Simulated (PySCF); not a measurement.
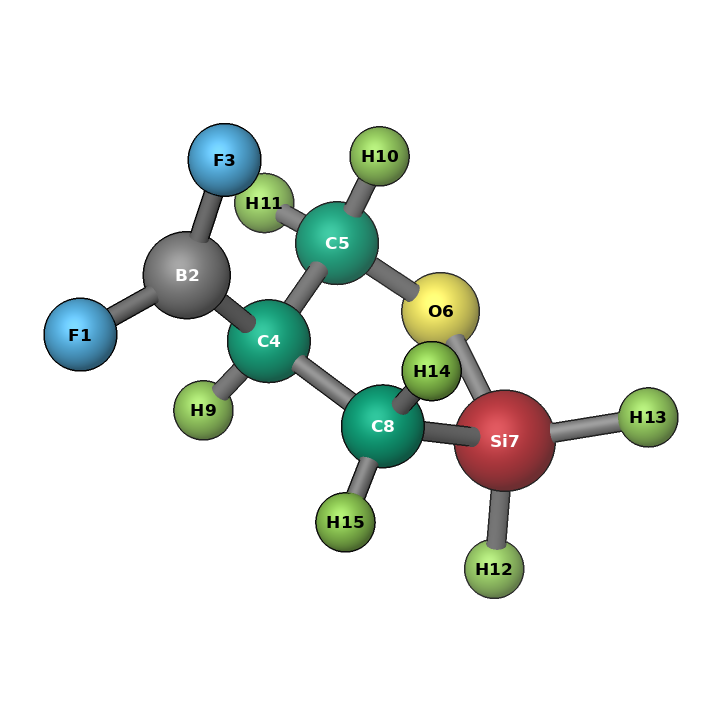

The geometry was computed by an optimisation with PBE0-D3(BJ)/def2-SVP. No frequency run is at hand to confirm it as a minimum. Electric field gradients from the ground-state density, PBE0/pcSseg-1 in chloroform (IEF-PCM) (PySCF 2.14.0), non-relativistic apart from any core potentials.

Give the largest field-gradient component, the quadrupole coupling constant and the asymmetry for 11B at B2 (Q = 40.59 mb), 17O at O6 (Q = −25.6 mb).

| atom | V_zz (a.u.) | e²qQ/h (MHz) | η |
| --- | --- | --- | --- |
| B2 | 0.383 | 3.65 | 0.68 |
| O6 | 1.703 | −10.24 | 0.50 |
